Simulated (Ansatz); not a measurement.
Consider CHBSi (SMILES B=C=[Si]).

```csv
atom,x (Å),y (Å),z (Å)
C,0.0000,0.0000,-0.5638
B,0.0000,0.0000,0.8185
Si,0.0000,0.0000,-2.2674
H,0.0000,0.0000,2.0128
```

Geometry: PBE-D3(BJ)/def2-SVP.

Computed with Ansatz 0.2.0, isolated molecule in a Gaussian basis; Kohn-Sham density functional theory, functional PBE0.

Predict the electron density and electron localisation function between the atoms.

C–B (1.38 Å): ρ is about 1.9 e/Å³ halfway; the ELF peaks at about 0.95 between the atoms: localised, covalent bonding.
C–Si (1.70 Å): the density is about 1.2 e/Å³ at the midpoint; the ELF peaks at about 0.90 between the atoms (a covalent bond).
B–H (1.19 Å): ρ is about 1.3 e/Å³ halfway; the ELF climbs to about 1 towards the hydrogen, as it does in any bond to H: a covalent bond by its length.

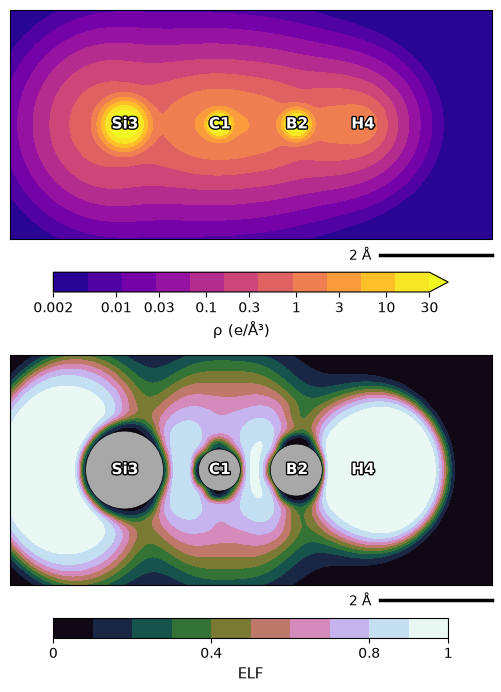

Computed electron density and electron localisation function on a plane that holds the molecular axis, in this order. Grey discs cover the atomic cores in the ELF map. 
